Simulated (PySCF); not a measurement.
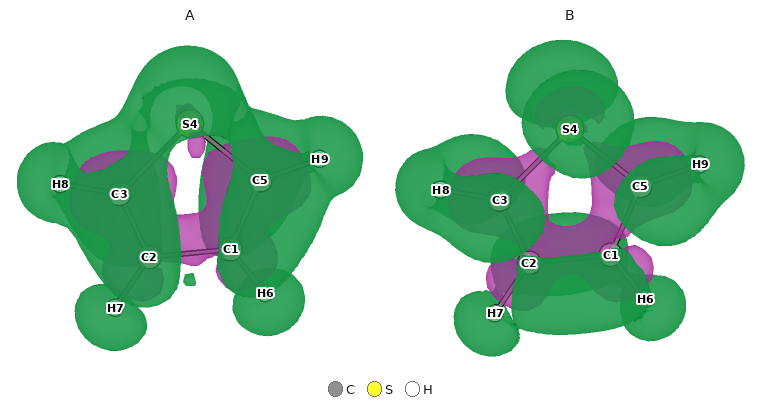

Figure 1: C4H4S, SMILES `c1ccsc1`. The two Fukui functions at ±0.015 e/Å³ (green positive, purple negative).

Computed with PySCF, PBE0/def2-SVP, geometry: GFN2-xTB. No frequency check shows the geometry to be a minimum. GFN2-xTB bond lengths at metals and heavier atoms can be off by up to 0.1 Å and shapes distorted, which carries into these values.

Q: Which panel is f⁻ (electron removed) and which f⁺ (electron added)?

A: A is f⁻, B is f⁺. f⁻ (Hirshfeld-condensed) is largest on C3 and C5 (0.18 each), S4 (0.18) and C1 and C2 (0.11 each); the vertical ionisation energy is 9.01 eV. f⁺ (Hirshfeld-condensed) is largest on S4 (0.24) and C3 and C5 (0.14 each); the vertical electron affinity is −1.86 eV (the stability of the anion's solution wasn't checked; negative, but this basis has no diffuse functions, so it doesn't show that the anion is unbound).

Q: What chemical potential and hardness follow from the two energies?

A: μ = −(I + A)/2 = −3.58 eV and η = I − A = 10.87 eV.

The PySCF run took 2 min on 1 thread of Intel(R) Xeon(R) Platinum 8375C CPU @ 2.90GHz (Ice Lake) (shared host), peak memory 0.55 GiB.
